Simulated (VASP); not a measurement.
Band structure of SrAg3Pd2 (space group P6/mmm). Calculation: PBEsol GGA, VASP's PBE PAW potentials (set 64) (plane waves; VASP).

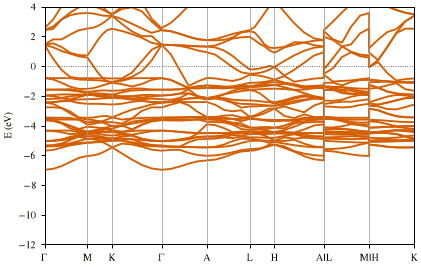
Figure: Bands along high-symmetry lines, zero at the valence-band maximum or, without a gap, the Fermi level

Problem. Read the plot: is there a gap, and where are the band edges?

Solution. It has no gap at this level: it comes out as a metal or semimetal.

The structure comes from a computed database's SrAg3Pd2 entry (P6/mmm); how it stands against other phases isn't given here. The cell was not relaxed at this level. The electron count is odd and the run is not spin-polarised, which forces a metal.
